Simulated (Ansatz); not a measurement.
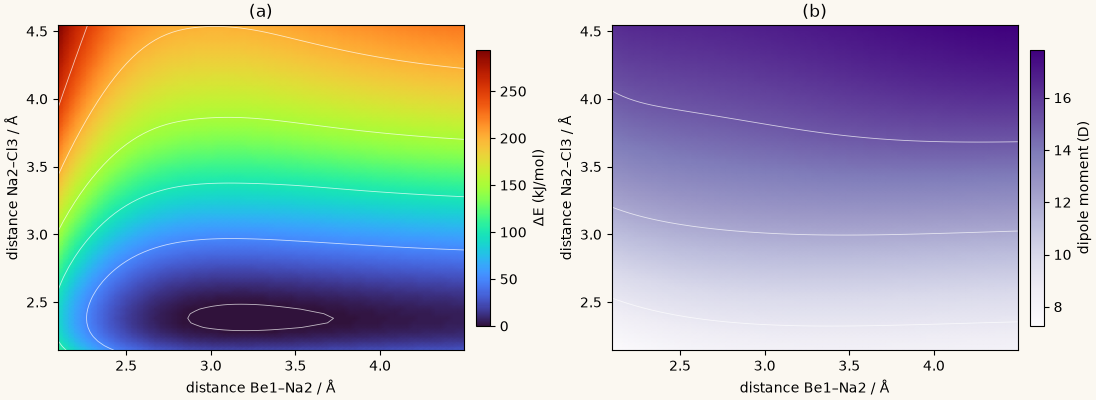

The system Be + NaCl. Coordinates scanned: (1) distance Be1–Na2; (2) distance Na2–Cl3. Nothing is relaxed (the angle Be1–Na2–Cl3 is fixed at 120 degrees). Grid: 10 × 10 points. Energies are in kJ/mol, from the lowest grid point. The reference is spin-restricted, so regions where a bond is pulled apart into radicals lie too high. Theory: RKS r2SCAN-D4/def2-TZVPD in Ansatz 0.2.0.

Panel (a) is the energy; panel (b) is the computed dipole moment, in D.

The picture shows a smooth colour map with a few white contour lines. Between grid points the surface is interpolated.

> How does the dipole moment vary over the map, and what is it at the lowest grid point?

Leaving out the highest fifth of the energies, it runs from 7.3 D at distance Be1–Na2 = 2.096 Å, distance Na2–Cl3 = 2.144 Å to 16.4 D at distance Be1–Na2 = 3.513 Å, distance Na2–Cl3 = 4.203 Å. At the lowest grid point, distance Be1–Na2 = 3.214 Å, distance Na2–Cl3 = 2.484 Å, it is 9.7 D.
